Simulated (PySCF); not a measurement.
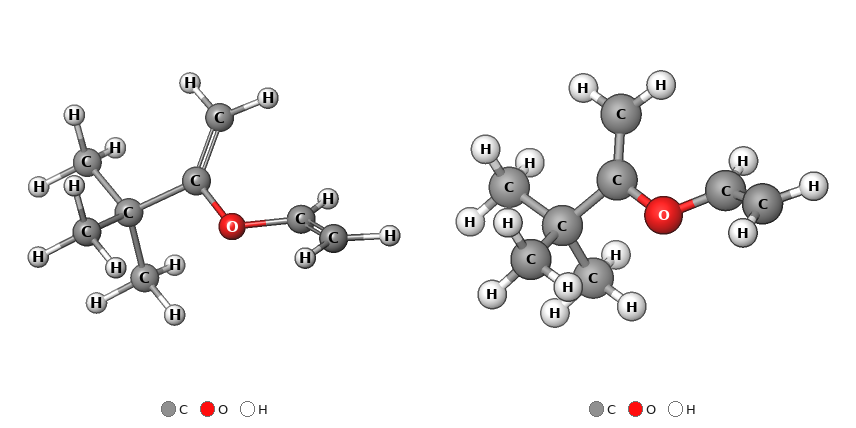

Both panels show the same species.

The geometry was computed by an optimisation with PBE0-D3(BJ)/def2-SVP. No frequency run is at hand to confirm it as a minimum.

Count the atoms of each element.

C₈H₁₄O, 23 atoms: 8 carbon, 14 hydrogen and 1 oxygen.

Give the symmetry (Schoenflies symbol).

C1.

More results for the same structure follow; atom numbers are the same in all pictures, views and colours differ.

**Shape**

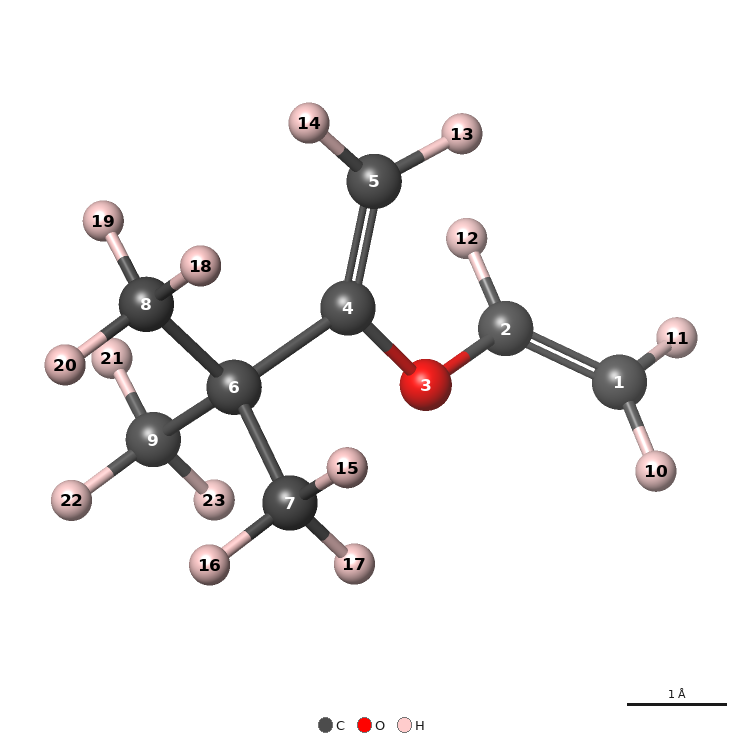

Numbered structure. No frequency run is at hand to confirm it as a minimum.

Which atoms are bonded, and how long are the bonds? Leave out bonds to hydrogen.

```csv
bond,length (Å),order
C1–C2,1.331,double
C2–O3,1.355,single
O3–C4,1.366,single
C4–C5,1.339,double
C4–C6,1.516,single
C6–C7,1.536,single
C6–C8,1.526,single
C6–C9,1.535,single
```

**Quadrupole coupling**

No frequency run is at hand to confirm it as a minimum. Electric field gradients from the ground-state density, PBE0/pcSseg-1 in dimethylsulfoxide (IEF-PCM) (PySCF 2.14.0), non-relativistic apart from any core potentials.

Give the largest field-gradient component, the quadrupole coupling constant and the asymmetry for 17O at O3 (Q = −25.6 mb).

```
atom  V_zz (a.u.)  e²qQ/h (MHz)     η
  O3        1.797        −10.81  0.50
```

**Charges**

The questions are on Mulliken charges. No frequency run is at hand to confirm it as a minimum. Properties computed with PBE0/pcSseg-1 in dimethylsulfoxide (IEF-PCM) (PySCF 2.14.0).

Which atom carries the highest charge (most positive or least negative)?

C4 (0.18 e).

And the lowest?

C6 (−0.59 e).

List the Mulliken charges.

| atom | value (e) |
| --- | --- |
| C1 | −0.26 |
| C2 | 0.06 |
| O3 | −0.45 |
| C4 | 0.18 |
| C5 | −0.21 |
| C6 | −0.59 |
| C7 | −0.17 |
| C8 | −0.18 |
| C9 | −0.17 |
| H10 | 0.14 |
| H11 | 0.15 |
| H12 | 0.14 |
| H13 | 0.14 |
| H14 | 0.14 |
| H15 | 0.12 |
| H16 | 0.12 |
| H17 | 0.12 |
| H18 | 0.13 |
| H19 | 0.13 |
| H20 | 0.13 |
| H21 | 0.12 |
| H22 | 0.12 |
| H23 | 0.12 |

**Dipole moment**

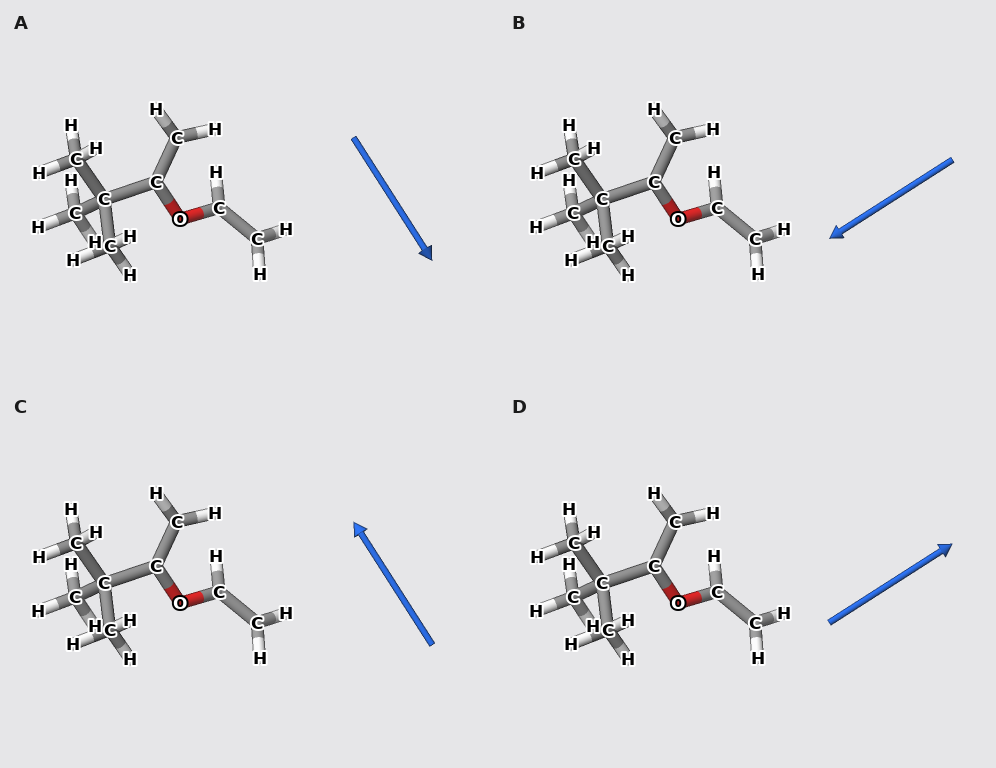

The same molecule four times, each with an arrow. No frequency run is at hand to confirm it as a minimum. Properties computed with PBE0/pcSseg-1 in dimethylsulfoxide (IEF-PCM) (PySCF 2.14.0).

Which arrow points along the dipole moment, from the negative to the positive end?

C. The dipole moment is 1.02 D.

Mulliken values depend strongly on the basis set and can even reverse the polarity of a bond.
